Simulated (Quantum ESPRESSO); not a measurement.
# Voltage at the next charge: Pb(111), 5 layers against an electrode

Method. Quantum ESPRESSO 7.5, PBEsol, GBRV ultrasoft; ESM with bc3, a metal electrode 6.92 Å above the top atoms; cell area 10.610 Å²; ions fixed. V is the potential energy of an electron at the electrode over the slab's Fermi level, divided by e, so that it equals the work function at zero charge; positive charge removes electrons.

| charge (e a cell) | V (V) |
| --- | --- |
| 0 | 3.807 |
| 0.0159 | 5.200 |
| 0.0318 | 6.618 |

One more run was made and is withheld. What is V at a charge of 0.0637 e, and what capacitance do the rows imply?

By hand: The last two rows give dV/dq = (6.618 − 5.200)/(0.0318 − 0.0159) = 89.2 V/e, so C = 1602/(10.610 × 89.2) = 1.69 µF/cm², an effective gap of 8.854/1.69 = 5.23 Å. At constant C, V = 6.618 + 89.2 × 0.0319 = 9.46 V.

**Check.** V = 9.516 V; the estimate misses by −0.05 V, 1.8 % of the step. Over the three intervals C goes 1.72, 1.69 and 1.66 µF/cm²: it falls as electrons leave, the surface charge drawing back towards the atoms.

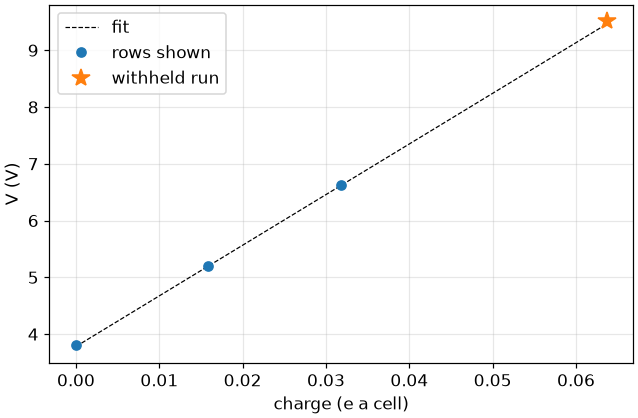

The rows shown, the fit and the withheld run.

**Limits.** Vacuum fills the gap; a dielectric or electrolyte would change C. The slab is thin.
